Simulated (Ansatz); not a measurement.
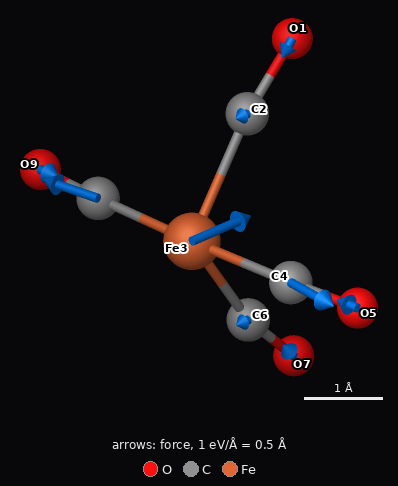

Starting geometry of FeC₄O₄ with the computed forces as blue arrows. The picture is a ball-and-stick view, seen from a free direction.

The start comes from GFN2-xTB.

Method: Ansatz, RKS PBE0-D4/def2-TZVP. Settings: force threshold 0.005 eV/Å; at most 150 steps.

What follows when this structure is relaxed?

Answer. It isn't relaxed: the largest force vector, on the Fe atom, is 2.16 eV/Å. The final displacements have little in common with the starting forces (cosine between the two patterns 0.26). The atom that moves furthest after the best rigid fit is the Fe atom (0.28 Å). By element the largest moves are Fe 0.28 Å, O 0.26 Å, C 0.11 Å. Among the contacts that change: C–Fe 1.768 → 1.811 Å, C–Fe 1.797 → 1.765 Å, C–O 1.144 → 1.135 Å. Among the angles between lasting bonds that change: C–Fe–C 111.0° → 127.3°, C–Fe–C 176.9° → 169.9°, C–Fe–C 89.3° → 92.2°. Over 9 accepted moves (12 points after the start) the energy falls by 21.7 kJ/mol. Largest force component: 2.1 eV/Å at the start, 0.0022 eV/Å at the end. The line search rejected the trial steps at points 3, 8, 11 of the run. The forces were under the threshold at step 9, but the run went on from there. The run took about 50 s of wall time on a shared GPU.
